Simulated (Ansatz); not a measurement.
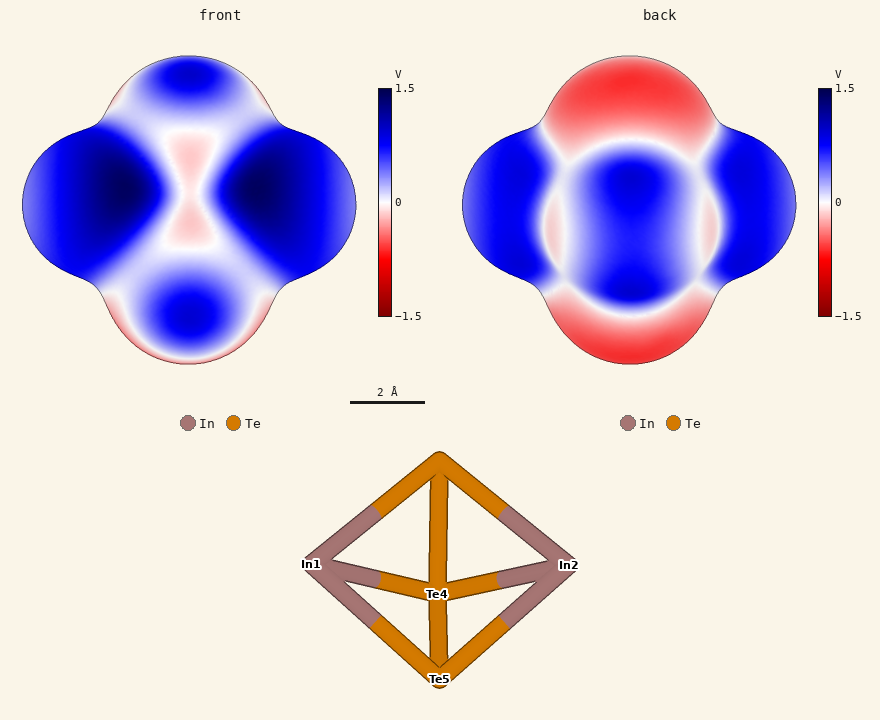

Figure 1: In2Te3. The molecular electrostatic potential painted on the density surface at 0.002 e/bohr³, seen from the front and from behind; the colour scale runs from red (negative) to blue (positive). The bare structure is drawn below in the same view.

Geometry: r2SCAN-D4/def2-SVP; core potentials replace the inner electrons of In and Te.

Computed with RKS PBE0-D4/def2-TZVP (Ansatz).

```xyz
5

In   -2.3303   -0.4811   -0.5033
In    1.9181   -0.2194    1.4792
Te   -0.6332    1.5925    1.1465
Te    0.5474    0.9301   -1.2958
Te    0.4980   -1.8221   -0.8267
```

Which sites attract a positive test charge, and which a negative one?

A positive charge is drawn to the negative regions and a negative charge to the positive ones. The most negative region (about −0.6 V) lies over Te3 and Te5, the most positive (about +1.4 V) over In1 and In2.
